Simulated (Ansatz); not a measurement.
# H4OSi: what the fields show

Input file:

```
crystal:
  periodic: [false, false, false]
  atoms:
    - {symbol: Si, position_ang: [-0.241381, 0.244880, -0.195400]}
    - {symbol: H, position_ang: [0.574899, 0.556844, -1.400925]}
    - {symbol: O, position_ang: [0.678421, -0.394349, 1.013248]}
    - {symbol: H, position_ang: [-1.329492, -0.683878, -0.607894]}
    - {symbol: H, position_ang: [-0.824255, 1.490208, 0.353268]}
    - {symbol: H, position_ang: [1.141805, -1.213704, 0.837703]}
basis:
  gaussian: {orbitals: def2-TZVPP}
hamiltonian: {xc: pbe0, dispersion: d4}
output: {orbitals: {seedname: orbitals}}
```

Launched as:

```sh
ansatz run in.yaml --threads 2 --pin off --events-out ev --progress --plain --max-ram 4352MiB
```

The product side of a reaction path; geometry: PBE0-D4/def2-TZVP.

These are results of RKS PBE0-D4/def2-TZVPP (Ansatz 0.2.0), not measurements.

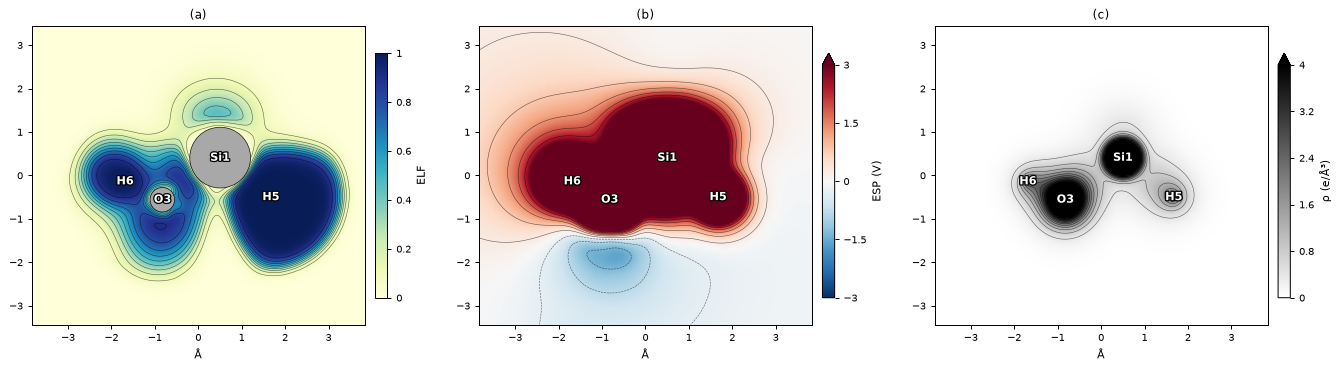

Figure 1. (a) electron localisation function; (b) molecular electrostatic potential; (c) total electron density on the plane of atoms Si1, O3 and H6. Grey discs cover the atomic cores in the ELF map.

Q: What does the map show?

A:
- The section cuts through Si, O and H sites.
- Si–O (1.65 Å): ρ at the midpoint is about 1.2 e/Å³; the ELF peaks at about 0.85 between the atoms: a shared but strongly polarised pair.
- O–H (0.96 Å): ρ is about 3.8 e/Å³ halfway; the ELF climbs to about 1 towards the hydrogen, as it does in any bond to H (a covalent bond by its length).
- Si–H (1.48 Å): the density is about 0.83 e/Å³ at the midpoint; the ELF climbs to about 1 towards the hydrogen.
- The ELF also peaks beside O3, away from the bonds: lone-pair regions.
- Outside the dense part of the molecule the potential is most negative (−1.6 V) near O3.

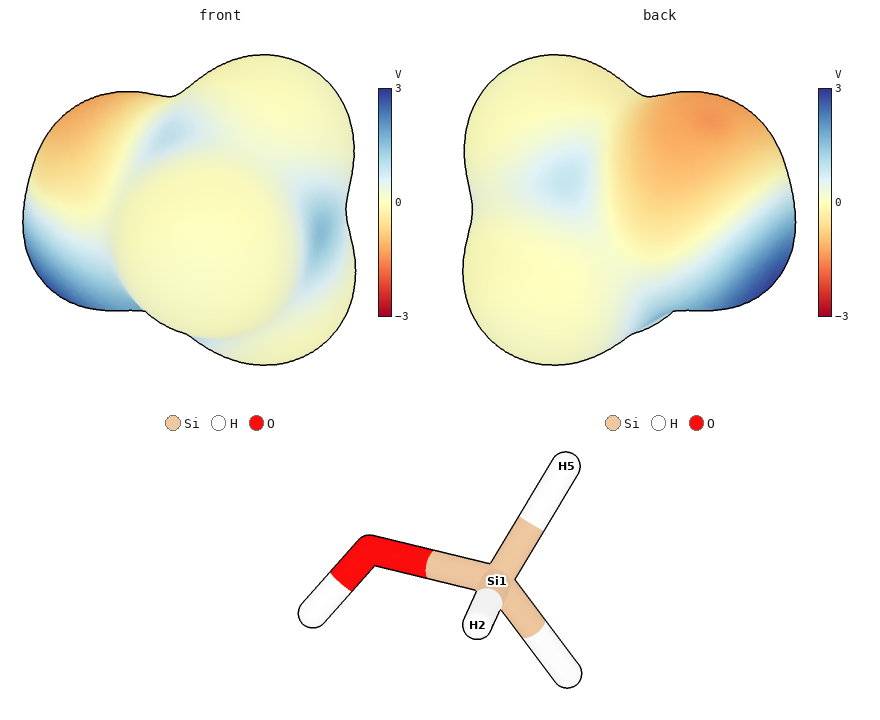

Figure 2. The molecular electrostatic potential painted on the density surface at 0.002 e/bohr³, seen from the front and from behind; red is negative and blue positive. The bare structure is drawn below in the same view.

Q: Which sites attract a positive test charge, and which a negative one?

A: A positive charge is drawn to the negative regions and a negative charge to the positive ones. The most negative region (about −1.3 V) lies over O3, the most positive (about +2.8 V) over H6. O3 is the likeliest acceptor of a hydrogen bond.

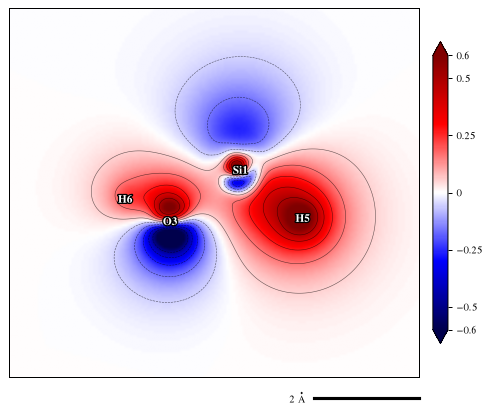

Figure 3. The HOMO−1 on the plane of atoms Si1, O3 and H6 (values in Å⁻³ᐟ²; the overall sign is arbitrary).

Q: Where does this orbital lie, and at what energy?

A: It lies mainly on Si1 (about 35 %), H5 (about 25 %), O3 (about 20 %), H2 (about 10 %) and H4 (about 10 %). Its energy is −9.33 eV.
